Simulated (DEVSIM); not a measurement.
Device: TaN/SiO2/p-InP capacitor, at 300 K.

| layer (left to right) | material | thickness (nm) | Na (cm⁻³) |
|---|---|---|---|
| 1 | SiO2 | 9.00 | - |
| 2 | InP | 12000 | 2.8e15 |

Metal gate on the left, work function 4.4 eV. Fixed charge at the semiconductor interface -1.3e11 cm⁻² (in units of +e); interface traps 1.2e12 cm⁻² eV⁻¹, uniform in energy, neutral level at 0.5 of the gap above the valence band.

This is a model device: material constants are rounded textbook-type values typed into the input, and sizes, dopings and lifetimes were drawn at random. Values at 300 K.

```csv
parameter,SiO2,InP
gap (eV),9,1.344
affinity (eV),0.9,4.38
permittivity,3.9,12.5
Nc (cm⁻³),-,5.7e17
Nv (cm⁻³),-,1.1e19
```

Simulated with DEVSIM: 1D Poisson equation in equilibrium, Boltzmann statistics, complete ionisation; no quantum confinement or tunnelling. Metal contacts follow the ideal Schottky-Mott rule: no Fermi-level pinning, no interface dipoles.

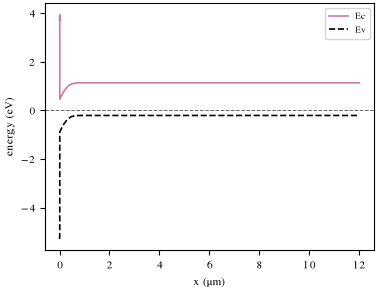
Band edges at -0.2 V on the gate

Energies count from the Fermi level of the right contact; mesh points crowd at the junctions.

| x (μm) | Ec (eV) | Ev (eV) | n (cm⁻³) | p (cm⁻³) | field (V/cm) |
|---|---|---|---|---|---|
| 0.000 | 3.700 | -5.300 | < 1e2 | < 1e2 | 260000 |
| 0.001523 | 3.739 | -5.261 | < 1e2 | < 1e2 | 260000 |
| 0.004361 | 3.812 | -5.188 | < 1e2 | < 1e2 | 260000 |
| 0.007405 | 3.890 | -5.110 | < 1e2 | < 1e2 | 260000 |
| 0.009361 | 0.452 | -0.892 | 1.5e10 | 11000 | 23000 |
| 0.01151 | 0.457 | -0.887 | 1.2e10 | 14000 | 23000 |
| 0.01701 | 0.469 | -0.875 | 7.4e9 | 22000 | 23000 |
| 0.03891 | 0.518 | -0.826 | 1.1e9 | 150000 | 22000 |
| 0.08285 | 0.610 | -0.734 | 3.2e7 | 5100000 | 20000 |
| 0.1952 | 0.809 | -0.535 | 15000 | 1.1e10 | 15000 |
| 0.4756 | 1.085 | -0.259 | < 1e2 | 4.9e14 | 4400 |
| 1.540 | 1.130 | -0.214 | < 1e2 | 2.8e15 | ≈ 0 |
| 3.833 | 1.130 | -0.214 | < 1e2 | 2.8e15 | ≈ 0 |
| 8.148 | 1.130 | -0.214 | < 1e2 | 2.8e15 | ≈ 0 |
| 10.83 | 1.130 | -0.214 | < 1e2 | 2.8e15 | ≈ 0 |
| 11.54 | 1.130 | -0.214 | < 1e2 | 2.8e15 | ≈ 0 |
| 11.82 | 1.130 | -0.214 | < 1e2 | 2.8e15 | ≈ 0 |
| 11.93 | 1.130 | -0.214 | < 1e2 | 2.8e15 | ≈ 0 |
| 11.99 | 1.130 | -0.214 | < 1e2 | 2.8e15 | ≈ 0 |
| 12.00 | 1.130 | -0.214 | < 1e2 | 2.8e15 | ≈ 0 |
| 12.01 | 1.130 | -0.214 | < 1e2 | 2.8e15 | ≈ 0 |
| 12.01 | 1.130 | -0.214 | < 1e2 | 2.8e15 | ≈ 0 |
